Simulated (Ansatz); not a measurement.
C3H6OSi: several calculations on one system

Part 1: Relaxation

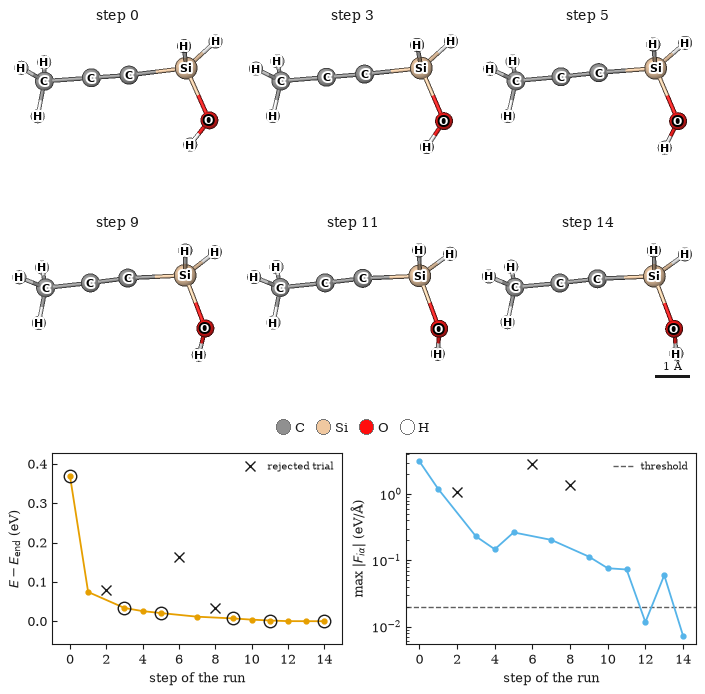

Frames of a relaxation of C3H6OSi, marked on the history of the run. A ball-and-stick model, seen at a tilt.

The run prepares an end point of a later path (hydrogen shift) calculation, from a guessed geometry.

Theory: Ansatz, RKS B3LYP-D4/6-31G. (no spin polarisation; force threshold 0.02 eV/Å; at most 50 steps)

**What happens along the run?**

The atom that moves furthest after the best rigid fit is an H atom (0.49 Å). Largest moves by element: H 0.49 Å, O 0.30 Å, C 0.11 Å, Si 0.08 Å. Among the contacts that change: H–Si 1.406 → 1.491 Å, C–H 1.022 → 1.096 Å, C–Si 1.895 → 1.845 Å, C–C 1.495 → 1.458 Å. Among the angles between lasting bonds that change: Si–O–H 114.1° → 122.4°, O–Si–H 111.0° → 104.1°, C–C–H 106.0° → 111.4°. Groups turn about O–Si by about 55°. The energy falls by 0.369 eV in 11 accepted moves (14 points after the start). The largest force component goes from 3.1 to 0.0073 eV/Å. The line search rejected the trial steps at points 2, 6, 8 of the run. The forces were under the threshold at step 12, but the run went on from there. The run took 44 s on 1 thread of Arm Neoverse V2, with other jobs on the host, peak memory 0.14 GiB. From step 0 to 3: an H atom moves most (0.09 Å), energy −0.336 eV. From step 3 to 5: an H atom moves most (0.10 Å), energy −0.013 eV. From step 5 to 9: O and H atoms move most (0.13 Å), energy −0.014 eV. From step 9 to 11: an H atom moves most (0.12 Å), energy −0.005 eV. From step 11 to 14: an H atom moves most (0.11 Å), energy −0.002 eV.

| step | E − E(0), eV | largest force component, eV/Å | note |
| --- | --- | --- | --- |
| 0 | 0.0000 | 3.1142 |  |
| 1 | -0.2950 | 1.1911 |  |
| 2 | -0.2910 | 1.0759 | rejected |
| 3 | -0.3356 | 0.2302 |  |
| 4 | -0.3436 | 0.1470 |  |
| 5 | -0.3485 | 0.2643 |  |
| 6 | -0.2062 | 2.8929 | rejected |
| 7 | -0.3578 | 0.2038 |  |
| 8 | -0.3347 | 1.3623 | rejected |
| 9 | -0.3622 | 0.1138 |  |
| 10 | -0.3653 | 0.0761 |  |
| 11 | -0.3675 | 0.0729 |  |
| 12 | -0.3691 | 0.0117 |  |
| 13 | -0.3692 | 0.0596 |  |
| 14 | -0.3693 | 0.0073 |  |

Limits of the set-up: the basis has no polarisation functions, which atoms past neon need.

Part 2: Relaxation

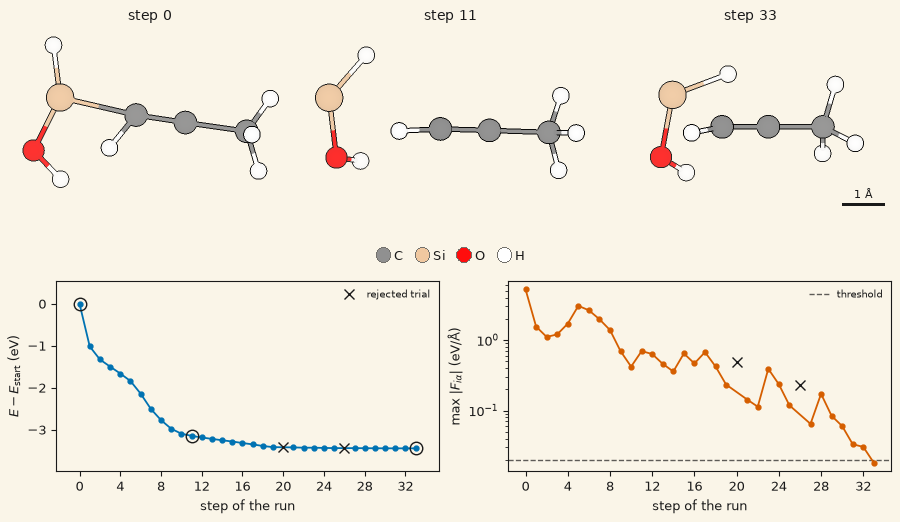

Frames of a relaxation of C3H6OSi, marked on the history of the run. Style: ball-and-stick. Shown at a tilt.

The run prepares an end point of a later path (hydrogen shift) calculation, from a guessed geometry.

Computed with RKS B3LYP-D4/6-31G (Ansatz).

Input
```yaml
crystal:
  periodic: [false, false, false]
  atoms:
    - { symbol: C, position_ang: [-0.3176, -1.9018, 1.6206] }
    - { symbol: C, position_ang: [-0.0893, -0.7085, 0.749] }
    - { symbol: C, position_ang: [0.1138, 0.2427, 0.0336] }
    - { symbol: Si, position_ang: [0.5759, 1.7209, -1.0584] }
    - { symbol: O, position_ang: [-0.1961, 1.5103, -2.5658] }
    - { symbol: H, position_ang: [0.5601, -2.3499, 1.8906] }
    - { symbol: H, position_ang: [-0.9799, -2.577, 1.098] }
    - { symbol: H, position_ang: [-0.8367, -1.5265, 2.5185] }
    - { symbol: H, position_ang: [-0.79579, 0.7827, -0.22936] }
    - { symbol: H, position_ang: [1.964, 1.8738, -1.2198] }
    - { symbol: H, position_ang: [-0.7008, 0.6905, -2.6397] }
basis:
  gaussian: { orbitals: "6-31G" }
hamiltonian:
  xc: b3lyp
  dispersion: d4
relax:
  f_tol: 0.02
  max_steps: 50
```

Command:
```bash
ansatz run input.yaml --threads 1 --pin off --max-ram 2048MiB --backend cpu --events-out ev --progress --plain --runs-dir out
```

### What happens along the run?

The atom that moves furthest after the best rigid fit is H10 (1.93 Å). Largest moves by element: H 1.93 Å, C 1.38 Å, O 0.69 Å, Si 0.38 Å. Among the contacts that change: Si4–H9 1.857 → 2.868 Å, C3–Si4 1.895 → 2.374 Å, C2–Si4 3.100 → 2.765 Å, Si4–H10 1.406 → 1.577 Å. Bond angles that change, for instance: C2–C3–H9 113.1° → 158.5°, O5–Si4–H10 111.0° → 99.7°, Si4–O5–H11 114.1° → 125.1°. Groups turn about Si4–O5 by about 115°. The energy falls by 3.441 eV in 31 accepted moves (33 points after the start). The largest force component goes from 5.2 to 0.018 eV/Å. The line search rejected the trial steps at points 20, 26 of the run. From step 0 to 11: H9 moves most (1.22 Å), energy −3.144 eV. From step 11 to 33: H10 moves most (1.51 Å), energy −0.297 eV.

Limits of the set-up: the basis has no polarisation functions, which atoms past neon need.

Part 3: Path

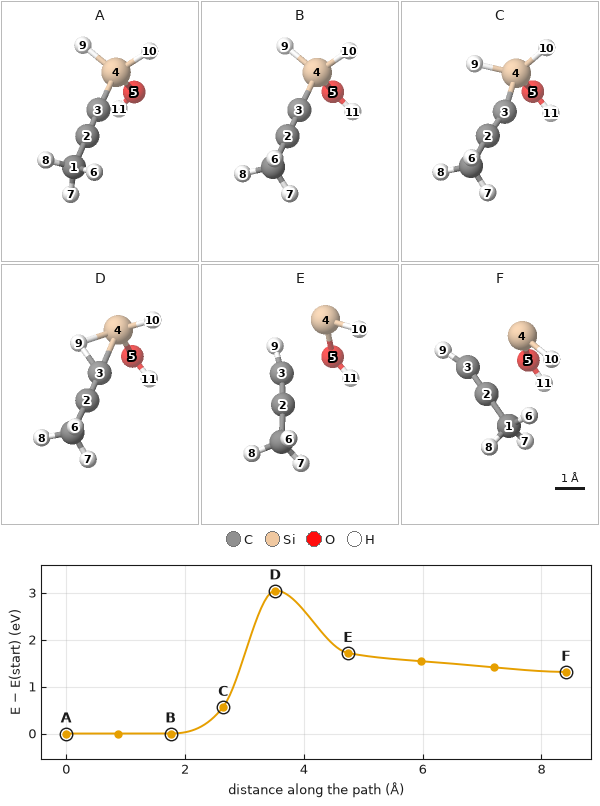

A search for the minimum-energy path of C₃H₆OSi by the nudged elastic band. Images are numbered from 0 (start) to 8 (end). Frames A to F are images 0, 2, 3, 4, 5, 8. The picture is a ball-and-stick view, seen from a free direction.

Computed with RKS B3LYP-D4/6-31G in Ansatz 0.2.0. Run with 7 movable images; climbing image; force threshold 0.05 eV/Å; iteration limit 56; starting path through a guess of the saddle point.

Q: Describe the mechanism and the energy profile.

A: A hydrogen atom shifts from one atom to another. Breaking: Si4–H9 (1.50 → 1.66 at the top → 2.87 Å). Forming: C3–H9 (2.71 → 1.36 at the top → 1.07 Å). The highest point, image 4, lies 3.05 eV above the start and 1.74 eV above the end; the end is at +1.31 eV relative to the start. The band converged in 39 iterations, with a climbing image at the top. At the top, the vibrational analysis gives one imaginary mode (1088i cm⁻¹), as a transition state must have.

Limits of the set-up: the basis has no polarisation functions, which atoms past neon need.

Cost: 12 min on 1 thread of Arm Neoverse V2, on a shared host, peak memory 0.14 GiB.
